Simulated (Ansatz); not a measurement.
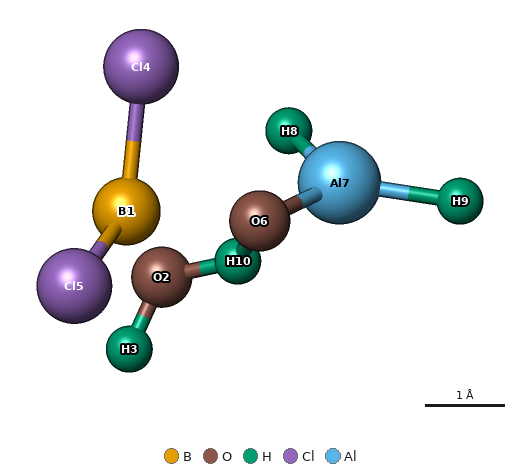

*The starting structure (ball-and-stick view, seen at a tilt; atoms are numbered from 1 in the order of the input). Sticks mark near contacts.*

Bond lengths as drawn: Al–H 1.56 Å, Al–O 1.78 Å, B–Cl 1.86 Å and H–O 1.01 to 1.12 Å.

AlBH4Cl2O2: geometry relaxation (part 1 of 2)

System: AlBH4Cl2O2.
Method: RKS PBE0/def2-SVP (Ansatz 0.2.0).

The input holds or restrains some coordinates. It belongs to a series of runs on one base structure; here: pulled along the bonds that form and break, towards end B. Figures and captions count atoms from 1; the log counts them from 0 in places.

The program's output
```
The last accepted step is kept in [file] (removed where the run ends without a failure and the disk answers)
Engine: ansatz 0.2.0, x86_64-unknown-linux-gnu
Functional definition: PBE0
  parameter a = 0.25
  parameter kappa = 0.804
  parameter beta = 0.06672455060314922
  exchange = (1 - a)*pbe_x(kappa = kappa, mu = beta*pi^2/3) + a*exact_x
  correlation = pbe_c(beta = beta)
1191 factors; integrals over basis functions are off by at most 3.6e-4 eV
mean field evaluation 1: about -36441.4608 eV, gradient 5.9e1 eV
mean field evaluation 2: about -36421.0657 eV, gradient 1.2e2 eV
mean field evaluation 4: about -36447.8400 eV, gradient 9.4e0 eV
mean field evaluation 8: about -36448.0513 eV, gradient 3.5e-1 eV
mean field evaluation 16: about -36448.0517 eV, gradient 3.5e-5 eV
mean field -36448.05167125 eV, -1339.4411935417 hartree, gradient 7.3e-6 eV, S^2 0.000000; 0 other end points of the search recorded, 0 dependent functions left out
the calculation of the forces begins
reference -36448.05170187 eV, -1339.4411946670 hartree; 36, 36 occupied and 80, 80 virtual orbitals, 1191 factors
relax step   1: F+E_penalty+E_count = -36448.05167125 eV  Δ(F+E_penalty+E_count) = +0.000e0 eV  max|allowed force component| = 6.837e0 eV/Å  E_restraint = 30.02549323 eV  max|allowed force component, restraints' pulls added| = 3.221e1 eV/Å  Δτ_max = 0.0000 Å  (29 SCF iters, accepted)
  distance B 0 - O 5 = 1.7100 Å
  distance H 9 - O 1 = 1.0981 Å
  distance B 0 - O 1 = 1.7600 Å
  distance H 9 - O 5 = 1.1231 Å
these checks for a lower state are left out or cut short: starts, cluster_reference, orbital_swaps, neighbouring_geometries, increment
1191 factors; integrals over basis functions are off by at most 3.9e-4 eV
mean field -36449.02749756 eV, -1339.4770544970 hartree, gradient 1.7e-5 eV, S^2 0.000000; 0 other end points of the search recorded, 0 dependent functions left out
[... from here on the field's lines of each further geometry are left out, up to the last ...]
relax step   2: F+E_penalty+E_count = -36449.02749756 eV  Δ(F+E_penalty+E_count) = -9.758e-1 eV  max|allowed force component| = 5.009e0 eV/Å  E_restraint = 13.88152390 eV  max|allowed force component, restraints' pulls added| = 2.033e1 eV/Å  Δτ_max = 0.1947 Å  (38 SCF iters, accepted)
relax step   3: F+E_penalty+E_count = -36449.87098348 eV  Δ(F+E_penalty+E_count) = -8.435e-1 eV  max|allowed force component| = 4.974e0 eV/Å  E_restraint = 4.54313227 eV  max|allowed force component, restraints' pulls added| = 1.129e1 eV/Å  Δτ_max = 0.1948 Å  (37 SCF iters, accepted)
relax step   4: F+E_penalty+E_count = -36450.81903270 eV  Δ(F+E_penalty+E_count) = -9.480e-1 eV  max|allowed force component| = 2.779e0 eV/Å  E_restraint = 0.53543384 eV  max|allowed force component, restraints' pulls added| = 4.314e0 eV/Å  Δτ_max = 0.1959 Å  (36 SCF iters, accepted)
relax step   5: F+E_penalty+E_count = -36451.64999622 eV  Δ(F+E_penalty+E_count) = -8.310e-1 eV  max|allowed force component| = 2.148e0 eV/Å  E_restraint = 0.04126661 eV  max|allowed force component, restraints' pulls added| = 2.460e0 eV/Å  Δτ_max = 0.1944 Å  (35 SCF iters, accepted)
relax step   6: F+E_penalty+E_count = -36451.96229184 eV  Δ(F+E_penalty+E_count) = -3.123e-1 eV  max|allowed force component| = 1.559e0 eV/Å  E_restraint = 0.04942333 eV  max|allowed force component, restraints' pulls added| = 1.652e0 eV/Å  Δτ_max = 0.1946 Å  (30 SCF iters, accepted)
relax step   7: F+E_penalty+E_count = -36452.11740955 eV  Δ(F+E_penalty+E_count) = -1.551e-1 eV  max|allowed force component| = 1.212e0 eV/Å  E_restraint = 0.03445676 eV  max|allowed force component, restraints' pulls added| = 7.419e-1 eV/Å  Δτ_max = 0.1999 Å  (29 SCF iters, accepted)
relax step   8: F+E_penalty+E_count = -36452.23716555 eV  Δ(F+E_penalty+E_count) = -1.198e-1 eV  max|allowed force component| = 1.185e0 eV/Å  E_restraint = 0.03520873 eV  max|allowed force component, restraints' pulls added| = 5.799e-1 eV/Å  Δτ_max = 0.2000 Å  (28 SCF iters, accepted)
relax step   9: F+E_penalty+E_count = -36452.29064223 eV  Δ(F+E_penalty+E_count) = -5.348e-2 eV  max|allowed force component| = 1.150e0 eV/Å  E_restraint = 0.03990870 eV  max|allowed force component, restraints' pulls added| = 2.860e-1 eV/Å  Δτ_max = 0.1412 Å  (29 SCF iters, accepted)
relax step  10: F+E_penalty+E_count = -36452.33893050 eV  Δ(F+E_penalty+E_count) = -4.829e-2 eV  max|allowed force component| = 1.209e0 eV/Å  E_restraint = 0.04530331 eV  max|allowed force component, restraints' pulls added| = 2.420e-1 eV/Å  Δτ_max = 0.1444 Å  (29 SCF iters, accepted)
relax step  11: F+E_penalty+E_count = -36452.31028385 eV  Δ(F+E_penalty+E_count) = +2.865e-2 eV  max|allowed force component| = 1.997e0 eV/Å  E_restraint = 0.04152209 eV  max|allowed force component, restraints' pulls added| = 2.165e0 eV/Å  Δτ_max = 0.1936 Å  (29 SCF iters, rejected (line search))
relax step  12: F+E_penalty+E_count = -36452.36016638 eV  Δ(F+E_penalty+E_count) = -2.124e-2 eV  max|allowed force component| = 1.232e0 eV/Å  E_restraint = 0.04135330 eV  max|allowed force component, restraints' pulls added| = 1.907e-1 eV/Å  Δτ_max = 0.0968 Å  (30 SCF iters, accepted)
relax step  13: F+E_penalty+E_count = -36452.38693361 eV  Δ(F+E_penalty+E_count) = -2.677e-2 eV  max|allowed force component| = 1.290e0 eV/Å  E_restraint = 0.03962029 eV  max|allowed force component, restraints' pulls added| = 5.792e-1 eV/Å  Δτ_max = 0.0995 Å  (30 SCF iters, accepted)
relax step  14: F+E_penalty+E_count = -36452.44018897 eV  Δ(F+E_penalty+E_count) = -5.326e-2 eV  max|allowed force component| = 1.299e0 eV/Å  E_restraint = 0.04127710 eV  max|allowed force component, restraints' pulls added| = 8.263e-1 eV/Å  Δτ_max = 0.1464 Å  (30 SCF iters, accepted)
relax step  15: F+E_penalty+E_count = -36452.56090877 eV  Δ(F+E_penalty+E_count) = -1.207e-1 eV  max|allowed force component| = 1.579e0 eV/Å  E_restraint = 0.04529386 eV  max|allowed force component, restraints' pulls added| = 1.073e0 eV/Å  Δτ_max = 0.1965 Å  (30 SCF iters, accepted)
relax step  16: F+E_penalty+E_count = -36452.76843013 eV  Δ(F+E_penalty+E_count) = -2.075e-1 eV  max|allowed force component| = 1.609e0 eV/Å  E_restraint = 0.05493777 eV  max|allowed force component, restraints' pulls added| = 9.768e-1 eV/Å  Δτ_max = 0.1978 Å  (29 SCF iters, accepted)
relax step  17: F+E_penalty+E_count = -36452.94474997 eV  Δ(F+E_penalty+E_count) = -1.763e-1 eV  max|allowed force component| = 1.786e0 eV/Å  E_restraint = 0.06114716 eV  max|allowed force component, restraints' pulls added| = 8.808e-1 eV/Å  Δτ_max = 0.1967 Å  (30 SCF iters, accepted)
relax step  18: F+E_penalty+E_count = -36452.97609177 eV  Δ(F+E_penalty+E_count) = -3.134e-2 eV  max|allowed force component| = 1.641e0 eV/Å  E_restraint = 0.06728419 eV  max|allowed force component, restraints' pulls added| = 1.306e0 eV/Å  Δτ_max = 0.1942 Å  (29 SCF iters, accepted)
relax step  19: F+E_penalty+E_count = -36453.04454292 eV  Δ(F+E_penalty+E_count) = -6.845e-2 eV  max|allowed force component| = 1.358e0 eV/Å  E_restraint = 0.08317583 eV  max|allowed force component, restraints' pulls added| = 4.866e-1 eV/Å  Δτ_max = 0.1064 Å  (30 SCF iters, accepted)
relax step  20: F+E_penalty+E_count = -36453.06265124 eV  Δ(F+E_penalty+E_count) = -1.811e-2 eV  max|allowed force component| = 1.439e0 eV/Å  E_restraint = 0.08234798 eV  max|allowed force component, restraints' pulls added| = 3.184e-1 eV/Å  Δτ_max = 0.1256 Å  (30 SCF iters, accepted)
relax step  21: F+E_penalty+E_count = -36453.06177131 eV  Δ(F+E_penalty+E_count) = +8.799e-4 eV  max|allowed force component| = 1.638e0 eV/Å  E_restraint = 0.07568659 eV  max|allowed force component, restraints' pulls added| = 5.537e-1 eV/Å  Δτ_max = 0.0576 Å  (30 SCF iters, accepted)
relax step  22: F+E_penalty+E_count = -36453.06765441 eV  Δ(F+E_penalty+E_count) = -5.883e-3 eV  max|allowed force component| = 1.872e0 eV/Å  E_restraint = 0.07054715 eV  max|allowed force component, restraints' pulls added| = 4.205e-1 eV/Å  Δτ_max = 0.1222 Å  (30 SCF iters, accepted)
the calculation of the forces begins
reference -36453.09496067 eV, -1339.6265310095 hartree; 36, 36 occupied and 80, 80 virtual orbitals, 1191 factors
relax step  23: F+E_penalty+E_count = -36453.09493057 eV  Δ(F+E_penalty+E_count) = -2.728e-2 eV  max|allowed force component| = 1.552e0 eV/Å  E_restraint = 0.08407709 eV  max|allowed force component, restraints' pulls added| = 1.403e-1 eV/Å  Δτ_max = 0.2000 Å  (29 SCF iters, accepted)
  distance B 0 - O 5 = 1.3434 Å
  distance H 9 - O 1 = 0.9924 Å
  distance B 0 - O 1 = 2.6350 Å
  distance H 9 - O 5 = 2.2253 Å
1191 factors; integrals over basis functions are off by at most 4.6e-4 eV
mean field evaluation 192: about -36453.0949 eV, gradient 6.4e-5 eV
```

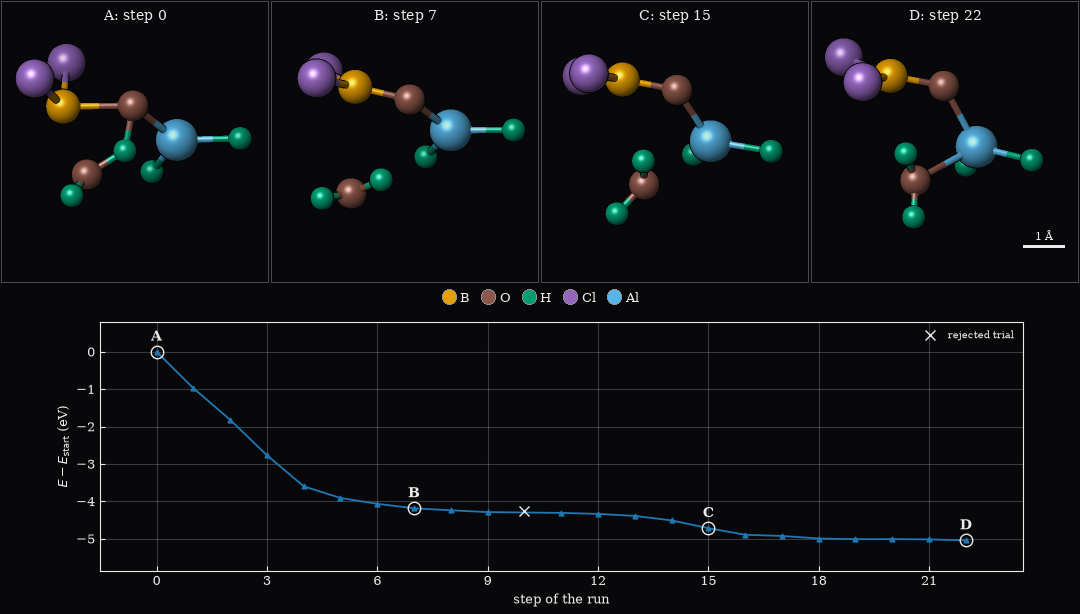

*Frames of the restrained relaxation (ball-and-stick view, seen at a tilt) above the curves, on which the letters mark them (the first geometry is step 0 here and step 1 in the log).*

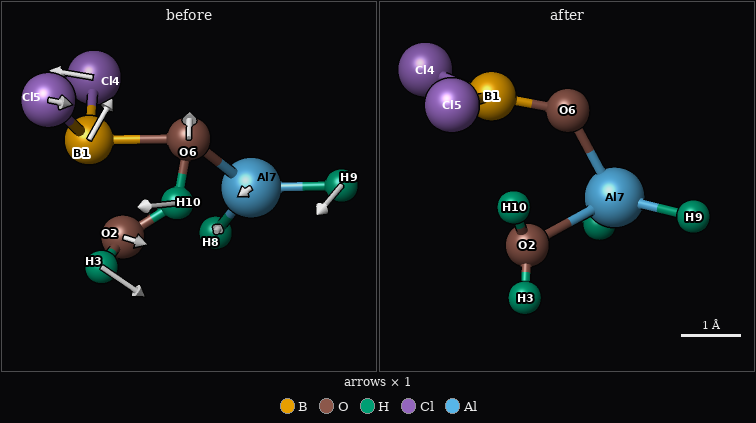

*Before (left) and after (right) the restrained relaxation, at one scale (ball-and-stick view, seen at a tilt). The white arrows give the displacements, at true length.*

H3 moves most after the best rigid fit: 1.01 Å. Largest moves by element: H 1.01 Å, B 0.90 Å, Cl 0.81 Å, O 0.70 Å, Al 0.31 Å. Among the contacts that change: O6–H10 1.123 → 2.225 Å, O2–Al7 2.573 → 1.976 Å, B1–O6 1.710 → 1.343 Å, O2–H10 1.098 → 0.992 Å. New bonds form: O2–Al7 (2.57 → 1.98 Å). Bonds break: O6–H10 (1.12 → 2.23 Å). Among the angles that change: Cl4–B1–O6 88.5° → 124.7°, H3–O2–H10 122.4° → 109.7°, Cl5–B1–O6 110.0° → 119.1°. After 22 geometry steps the energy has fallen by 5.043 eV. The largest force component goes from 6.8 to 1.6 eV/Å. The line search rejected the trial step at point 10 (counted from 0) and went back. (Atoms are counted from 1 in the order of the input.)

```
mean field -36453.09493057 eV, -1339.6265299034 hartree, gradient 9.0e-6 eV, S^2 0.000000; 1 other end points of the search recorded, 0 dependent functions left out
the calculation of the forces begins
reference -36453.09496067 eV, -1339.6265310095 hartree; 36, 36 occupied and 80, 80 virtual orbitals, 1191 factors
Total energy: -36453.09496067 eV, -1339.6265310095 hartree
Atom 0 at     0.349137     0.591544    -0.559241 Å, force     0.881685     1.552438     0.109980 eV/Å
Atom 1 at     0.103184     0.351134     2.053252 Å, force    -0.455554     0.087183     0.528653 eV/Å
Atom 2 at    -0.303460     0.099093     2.894006 Å, force    -0.030854    -0.028034    -0.105197 eV/Å
Atom 3 at     1.313714    -0.611357    -1.407932 Å, force    -0.008929     0.026647     0.000730 eV/Å
Atom 4 at    -1.441621     0.354836    -0.603539 Å, force     0.002225     0.008735     0.047221 eV/Å
Atom 5 at     0.852322     1.642276     0.109700 Å, force    -0.504178    -1.334200    -1.178915 eV/Å
Atom 6 at     1.497790     1.721774     1.766619 Å, force     0.122852    -0.073958    -0.069379 eV/Å
Atom 7 at     2.852331     0.949947     2.061922 Å, force     0.005990     0.033895     0.001428 eV/Å
Atom 8 at     1.079331     3.030627     2.555306 Å, force    -0.049311     0.017136     0.023814 eV/Å
Atom 9 at    -0.603627     0.542427     1.383406 Å, force     0.036074    -0.289842     0.641665 eV/Å
Dipole moment:    -0.505810    -0.280756     0.568493 e Å
```

Trajectory as extended XYZ (Å, eV, eV/Å), 23 frames, from step=1 to step=23
```
10
Properties=species:S:1:pos:R:3:forces:R:3 step=1 energy=-36448.05167
B     0.0000    0.0000    0.0000    1.1125   4.9905   1.0699
O     0.0000    0.0000    1.7600   -3.0300  -6.8372   0.6732
H    -0.9095   -0.2814    2.0971    1.7142   0.5214  -0.3779
Cl    1.6108    0.0000   -0.9300   -0.7972  -2.1499   0.0489
Cl   -1.6108    0.0000   -0.9300    1.7035  -0.6358   1.3960
O     0.3647    1.5813    0.5392    0.3948   2.4754  -0.9773
Al    1.6311    1.9902    1.7213    1.7786   1.1939  -0.9415
H     2.5584    0.8716    2.2893    0.1346  -0.1909   0.0818
H     1.8137    3.4671    2.1893   -0.2164   0.3380   0.0196
H     0.2407    1.0435    1.5173   -2.7946   0.2946  -0.9927
10
Properties=species:S:1:pos:R:3:forces:R:3 step=2 energy=-36449.02750
B     0.0289    0.1479   -0.1233    1.5686   5.0095   0.3271
O    -0.0081   -0.0588    1.9287    0.3508  -0.8632  -1.0212
H    -0.9267   -0.2978    2.1166   -0.0959   0.5512   0.2316
Cl    1.6289   -0.0390   -0.9539   -0.5156  -2.1434  -0.2949
Cl   -1.6024   -0.0086   -0.9237    1.4971  -0.4118   1.1171
O     0.3965    1.6288    0.3919   -0.7098  -1.0358   1.6070
Al    1.6317    1.9965    1.6841    1.0447   0.7307  -1.3272
H     2.5577    0.8716    2.2877   -0.0061  -0.0408  -0.0915
H     1.8094    3.4714    2.1878   -0.2480   0.2348  -0.0859
H     0.1832    0.9603    1.6576   -2.8858  -2.0312  -0.4621
10
Properties=species:S:1:pos:R:3:forces:R:3 step=3 energy=-36449.87098
B     0.0610    0.2788   -0.2379    1.4171   4.9741  -0.0888
O     0.0055   -0.0811    2.0421   -0.0329  -1.3476   0.1315
H    -0.9393   -0.2921    2.1246    0.1725   0.5314   0.1154
Cl    1.6332   -0.0687   -0.9648    0.2020  -2.3890  -0.8046
Cl   -1.5869   -0.0131   -0.9121    1.2539  -0.2943   0.8489
O     0.4132    1.6450    0.2646   -0.8859  -1.2777   2.3427
Al    1.6316    1.9994    1.6572    0.2627   0.2695  -1.8515
H     2.5568    0.8725    2.2851   -0.1249   0.0416  -0.1999
H     1.8059    3.4738    2.1848   -0.2930   0.1462  -0.1615
H     0.1181    0.8578    1.8099   -1.9713  -0.6541  -0.3323
10
Properties=species:S:1:pos:R:3:forces:R:3 step=4 energy=-36450.81903
B     0.1060    0.4382   -0.3425    0.8551   2.7787  -0.4692
O    -0.0065   -0.1543    2.1395    0.8508   0.0382   0.1751
H    -0.9454   -0.2937    2.1297   -1.0252  -0.2378   0.0573
Cl    1.6438   -0.1383   -0.9881    0.1412  -1.8390  -0.6375
Cl   -1.5525   -0.0175   -0.8867    1.1334  -0.0080   0.5900
O     0.4197    1.6847    0.1738   -0.3397  -0.3012   2.7261
Al    1.6381    2.0045    1.6080   -0.0436   0.0087  -1.7875
H     2.5501    0.8760    2.2745   -0.2370   0.1006  -0.3274
H     1.7955    3.4754    2.1766   -0.3310   0.0350  -0.2645
H     0.0503    0.7971    1.9687   -1.0040  -0.5751  -0.0624
10
Properties=species:S:1:pos:R:3:forces:R:3 step=5 energy=-36451.65000
B     0.1736    0.5958   -0.4131    1.2640   1.3569   0.7788
O    -0.0409   -0.2329    2.0933   -1.0693   2.0015   0.3967
H    -1.0092   -0.3944    2.1370    0.7374  -0.2422  -0.0998
Cl    1.6505   -0.2809   -0.9902   -0.7319   0.0141   0.0006
Cl   -1.4513    0.0021   -0.7853    0.3755   0.2175  -0.0370
O     0.4331    1.7856    0.2386    0.3890  -1.2529   0.5329
Al    1.7209    2.0400    1.5317   -0.6696  -0.0295  -1.1091
H     2.5430    0.8763    2.2075    0.0309   0.0009  -0.2313
H     1.7576    3.5036    2.1207   -0.0708   0.0823  -0.1826
H    -0.0781    0.7770    2.1133   -0.2552  -2.1484  -0.0491
```
